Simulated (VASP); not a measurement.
Band structure of Ir (fcc). These are revPBE GGA, VASP's PBE PAW potentials (set 64) (plane waves; VASP) values and carry that method's errors.

Unless said otherwise, spin-orbit coupling is left out, though it shifts the bands of the heavy elements here.

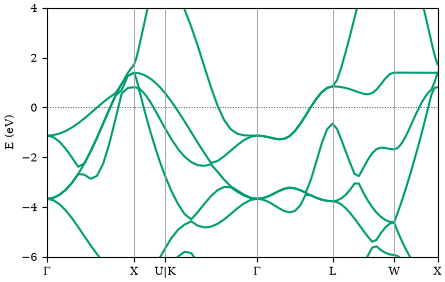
Figure: Bands along high-symmetry lines, zero at the valence-band maximum or, without a gap, the Fermi level

Q: Read the plot: is there a gap, and where are the band edges?

A: It has no gap at this level: it comes out as a metal or semimetal. (Edges off the drawn lines would not show.)

The compound is Ir in the fcc structure. It was relaxed first.
